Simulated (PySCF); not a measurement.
# CH5BFN: NMR shifts at several levels of theory, part 2 of 2

PySCF 2.14.0. Atoms count from 0.

**9. Nuclear shieldings: LC-wPBE/pcSseg-2**

What the job is given:

```
{"job": {"kind": "nmr", "xc": "LC-wPBE", "basis": "pcSseg-2", "pop": false}, "charge": 0, "multiplicity": 1}
C     -1.097904     0.265424    -0.368834
B      0.231798     0.178814     0.464172
N      1.361876    -0.545969     0.070760
F      0.300818     0.835905     1.638748
H     -1.056574    -0.252893    -1.337832
H     -1.364439     1.319497    -0.549341
H     -1.928679    -0.167262     0.213338
H      2.202941    -0.588543     0.631285
H      1.407897    -1.061119    -0.795853
```

With the program's defaults for keys left out, this is: GIAO LC-wPBE/pcSseg-2 NMR shielding, non-relativistic, gas phase.

Output:

```text
coarse grid: 7424 points
cycle   1  E = -220.5830553429  dE =  3.625e-01  |g| = 5.790e-01  |ddm| = 1.810e+00
cycle   2  E = -220.6010082838  dE = -1.795e-02  |g| = 5.897e-01  |ddm| = 4.800e-01
cycle   3  E = -220.6469080819  dE = -4.590e-02  |g| = 5.160e-02  |ddm| = 2.192e-01
cycle   4  E = -220.6474081867  dE = -5.001e-04  |g| = 2.663e-02  |ddm| = 3.850e-02
cycle   5  E = -220.6475570893  dE = -1.489e-04  |g| = 6.979e-03  |ddm| = 1.826e-02
cycle   6  E = -220.6475664544  dE = -9.365e-06  |g| = 1.538e-03  |ddm| = 4.377e-03
final grid: 71872 points
cycle   7  E = -220.6486962985  dE = -1.186e-04  |g| = 6.657e-03  |ddm| = 3.217e-02
cycle   8  E = -220.6486979850  dE = -1.687e-06  |g| = 6.424e-03  |ddm| = 4.908e-03
cycle   9  E = -220.6487041710  dE = -6.186e-06  |g| = 5.534e-04  |ddm| = 2.436e-03
cycle  10  E = -220.6487042103  dE = -3.923e-08  |g| = 3.157e-04  |ddm| = 3.876e-04
cycle  11  E = -220.6487042260  dE = -1.573e-08  |g| = 5.180e-05  |ddm| = 1.484e-04
cycle  12  E = -220.6487042267  dE = -7.149e-10  |g| = 1.845e-05  |ddm| = 4.977e-05
converged SCF energy = -220.6487042267

GIAO shielding tensors (ppm)
atom      isotropic    diamagn.    paramagn.     s11        s22        s33       span
  0 C      188.962     242.400     -53.438    184.080    185.996    196.809     12.729
  1 B       63.783     191.945    -128.162     24.368     79.536     87.445     63.077
  2 N      187.636     317.660    -130.024    113.502    205.093    244.312    130.810
  3 F      289.531     468.599    -179.067    151.534    276.157    440.903    289.369
  4 H       31.272      30.637       0.634     27.082     29.597     37.135     10.053
  5 H       30.959      29.174       1.785     27.201     28.340     37.336     10.135
  6 H       30.949      29.163       1.786     27.339     28.211     37.298      9.959
  7 H       28.458      30.433      -1.975     23.398     24.815     37.160     13.763
  8 H       28.449      31.892      -3.442     23.309     26.593     35.445     12.136
```

Wall time 25 s (1 thread of Arm Neoverse V1, shared host); peak memory 0.85 GiB.

Key values: δ C0 -0.7, B1 35.2, N2 76.4, F3 -85.9, H7 2.86, H4 0.26 ppm (means over like atoms).

**10. Shielding tensors: PBE0/6-31G**

The job, as its differences from that of step 9:

```diff
@@ -1,2 +1,2 @@
-{"job": {"kind": "nmr", "xc": "LC-wPBE", "basis": "pcSseg-2", "pop": false}, "charge": 0, "multiplicity": 1}
+{"job": {"kind": "nmr", "xc": "PBE0", "basis": "6-31G", "pop": true}, "charge": 0, "multiplicity": 1}
 C     -1.097904     0.265424    -0.368834
```

Method: GIAO PBE0/6-31G NMR shielding, non-relativistic, gas phase.

Output:

```text
coarse grid: 7424 points
cycle   1  E = -220.3320328050  dE =  3.053e-01  |g| = 5.957e-01  |ddm| = 2.586e+00
cycle   2  E = -220.3026658684  dE =  2.937e-02  |g| = 7.520e-01  |ddm| = 1.165e+00
cycle   3  E = -220.4032732777  dE = -1.006e-01  |g| = 6.593e-02  |ddm| = 6.597e-01
cycle   4  E = -220.4041237847  dE = -8.505e-04  |g| = 1.953e-02  |ddm| = 6.501e-02
cycle   5  E = -220.4041982771  dE = -7.449e-05  |g| = 5.634e-03  |ddm| = 1.925e-02
cycle   6  E = -220.4042059417  dE = -7.665e-06  |g| = 1.094e-03  |ddm| = 5.188e-03
final grid: 71872 points
cycle   7  E = -220.3830559853  dE = -8.415e-06  |g| = 6.809e-03  |ddm| = 1.239e-02
cycle   8  E = -220.3830494960  dE =  6.489e-06  |g| = 8.822e-03  |ddm| = 1.090e-02
cycle   9  E = -220.3830664746  dE = -1.698e-05  |g| = 8.269e-04  |ddm| = 6.096e-03
cycle  10  E = -220.3830666198  dE = -1.451e-07  |g| = 1.059e-04  |ddm| = 7.773e-04
cycle  11  E = -220.3830666218  dE = -1.970e-09  |g| = 4.585e-05  |ddm| = 1.278e-04
cycle  12  E = -220.3830666222  dE = -4.476e-10  |g| = 1.421e-05  |ddm| = 4.307e-05
converged SCF energy = -220.3830666222

GIAO shielding tensors (ppm)
atom      isotropic    diamagn.    paramagn.     s11        s22        s33       span
  0 C      197.957     251.805     -53.847    194.274    194.607    204.991     10.717
  1 B       86.550     191.907    -105.357     54.327     97.847    107.478     53.151
  2 N      193.808     323.508    -129.700    122.473    215.158    243.794    121.321
  3 F      284.608     470.056    -185.448    133.594    266.971    453.259    319.665
  4 H       32.539      31.042       1.497     28.399     31.018     38.201      9.802
  5 H       32.117      29.854       2.262     28.395     29.431     38.525     10.130
  6 H       32.105      29.851       2.254     28.489     29.355     38.472      9.982
  7 H       30.268      30.159       0.108     25.349     25.948     39.506     14.158
  8 H       30.160      31.181      -1.022     24.913     28.226     37.340     12.428
```

Wall time 3.2 s (1 thread of Arm Neoverse V1, shared host); peak memory 0.45 GiB.

Key values: δ C0 1.6, B1 26.6, N2 66.9, F3 -107.2, H7 2.40, H4 0.36 ppm (means over like atoms).

**11. NMR shieldings: PBE0/STO-3G**

The job, as its differences from that of step 10:

```diff
@@ -1,2 +1,2 @@
-{"job": {"kind": "nmr", "xc": "PBE0", "basis": "6-31G", "pop": true}, "charge": 0, "multiplicity": 1}
+{"job": {"kind": "nmr", "xc": "PBE0", "basis": "STO-3G", "pop": true}, "charge": 0, "multiplicity": 1}
 C     -1.097904     0.265424    -0.368834
```

With the program's defaults for keys left out, this is: GIAO PBE0/STO-3G NMR shielding, non-relativistic, gas phase.

Output:

```text
coarse grid: 7424 points
cycle   1  E = -217.4395129243  dE =  3.289e-01  |g| = 4.545e-01  |ddm| = 3.547e+00
cycle   2  E = -217.4517408130  dE = -1.223e-02  |g| = 4.566e-01  |ddm| = 1.206e+00
cycle   3  E = -217.5147715873  dE = -6.303e-02  |g| = 5.155e-02  |ddm| = 5.838e-01
cycle   4  E = -217.5155561111  dE = -7.845e-04  |g| = 1.432e-02  |ddm| = 8.177e-02
cycle   5  E = -217.5156205566  dE = -6.445e-05  |g| = 3.731e-03  |ddm| = 2.517e-02
cycle   6  E = -217.5156250425  dE = -4.486e-06  |g| = 9.281e-04  |ddm| = 5.914e-03
final grid: 71872 points
cycle   7  E = -217.4958864862  dE = -6.798e-06  |g| = 3.020e-03  |ddm| = 1.091e-02
cycle   8  E = -217.4958863388  dE =  1.475e-07  |g| = 3.130e-03  |ddm| = 7.640e-03
cycle   9  E = -217.4958892576  dE = -2.919e-06  |g| = 2.926e-04  |ddm| = 4.267e-03
cycle  10  E = -217.4958892890  dE = -3.146e-08  |g| = 5.083e-05  |ddm| = 4.992e-04
cycle  11  E = -217.4958892899  dE = -8.387e-10  |g| = 1.024e-05  |ddm| = 7.915e-05
converged SCF energy = -217.4958892899

GIAO shielding tensors (ppm)
atom      isotropic    diamagn.    paramagn.     s11        s22        s33       span
  0 C      228.772     245.309     -16.536    225.240    228.794    232.283      7.043
  1 B      102.365     201.018     -98.653     89.609     93.760    123.725     34.116
  2 N      256.279     312.670     -56.390    206.243    280.026    282.569     76.326
  3 F      325.283     453.073    -127.790    167.203    209.993    598.653    431.450
  4 H       32.347      31.071       1.276     27.581     30.310     39.150     11.569
  5 H       32.206      30.046       2.160     27.770     29.015     39.833     12.063
  6 H       32.245      30.082       2.162     27.933     28.917     39.883     11.950
  7 H       29.738      29.689       0.048     23.872     26.267     39.074     15.202
  8 H       29.718      30.622      -0.905     23.770     28.215     37.169     13.399
```

It took 1.6 s on 1 thread of Arm Neoverse V1, shared host; peak memory 0.45 GiB.

Key values: δ C0 5.9, B1 26.4, N2 38.4, F3 -20.9, H7 2.88, H4 0.34 ppm (means over like atoms).

**12. Comparing the runs: NMR shifts**

Shifts (ppm), means over like atoms, with basis size and wall time:

```
               run    C0    H7    H4    B1    N2      F3  functions   time
     PBE0/pcSseg-2  -1.9  2.86  0.21  33.6  78.8  -108.8        214   14 s
 mPW1PW91/pcSseg-2  -1.7  2.84  0.21  33.7  78.1  -108.5        214   14 s
     WP04/pcSseg-2  -0.8  2.82  0.25  34.5  69.9  -121.1        214   15 s
    B97-2/pcSseg-2  -1.7  2.79  0.21  32.6  74.9  -112.6        214   14 s
BHandHLYP/pcSseg-2  -1.5  2.86  0.25  35.0  73.7  -100.1        214   14 s
CAM-B3LYP/pcSseg-2  -2.1  2.86  0.25  35.1  78.7  -101.8        214   19 s
  wB97X-D/pcSseg-2  -1.7  2.81  0.21  33.4  75.2  -104.2        214   19 s
  LC-wPBE/pcSseg-2  -0.7  2.86  0.26  35.2  76.4   -85.9        214   25 s
        PBE0/6-31G   1.6  2.40  0.36  26.6  66.9  -107.2         46  3.2 s
       PBE0/STO-3G   5.9  2.88  0.34  26.4  38.4   -20.9         25  1.6 s
```

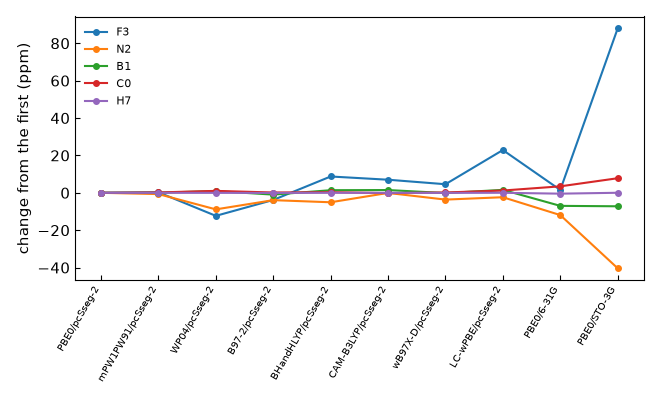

How five of the tabulated atoms move from run to run.

**13. Outcome**

What follows sums up all 2 parts.

```
                                                              quantity                                             value
                                13C shifts against TMS (PBE0/pcSseg-2)                                          -1.9 ppm
1H shifts against TMS (PBE0/pcSseg-2, means over atoms taken as alike)                                    2.86, 0.21 ppm
                           11B shifts against BF3·OEt2 (PBE0/pcSseg-2)                                          33.6 ppm
                                15N shifts against NH3 (PBE0/pcSseg-2)                                          78.8 ppm
                              19F shifts against CFCl3 (PBE0/pcSseg-2)                                        -108.8 ppm
                        range of the shift of F3 (minimal bases aside)                               -121.1 to -85.9 ppm
                                         property runs in this session  10, of which 0 failed and 1 gave unsound results
```

**Reading.** Single values in the summary come from the first sound run of each kind (PBE0/pcSseg-2), which need not be the best level. At PBE0/pcSseg-2: Shielding is most anisotropic at F3 (span 288 ppm, paramagnetic term -185 ppm). Leaving out the minimal-basis runs, which are unusable for shieldings: In ppm, F3 moves most: its shift spreads over 35.2 ppm, from -121.1 (WP04/pcSseg-2) to -85.9 (LC-wPBE/pcSseg-2). Most of that comes from the computed reference, not from the atom's own shielding.
